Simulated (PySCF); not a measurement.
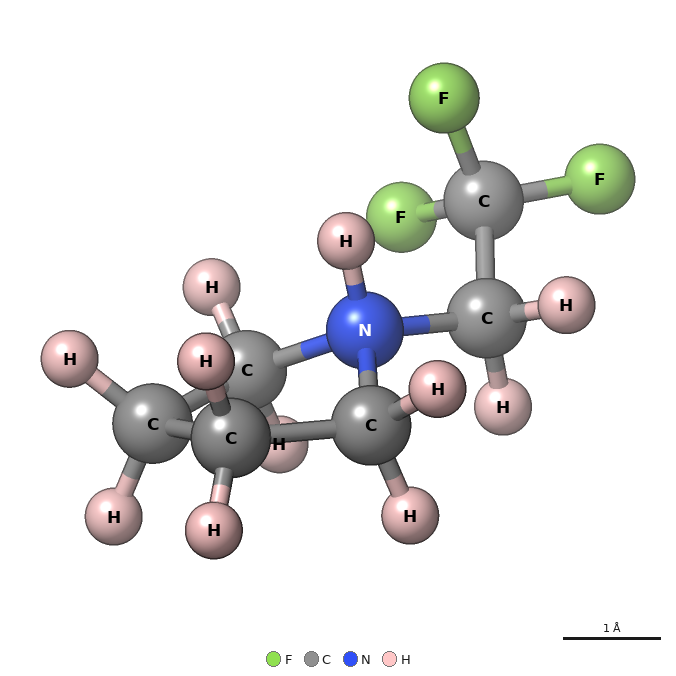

Atoms fade into the background with distance from the viewer. State: charge +1, singlet. Computed geometry: PBE0-D3(BJ)/def2-SVP optimisation. No frequency run is at hand to confirm it as a minimum. Masses are those of the most abundant isotopes; constants are for the rigid equilibrium geometry.

### What kind of rotor is it, and what are its rotational constants in cm⁻¹?

An asymmetric top (C1): A = 0.0987, B = 0.0246, C = 0.0228 cm⁻¹. Ray's parameter κ is −0.95, close to the prolate limit.
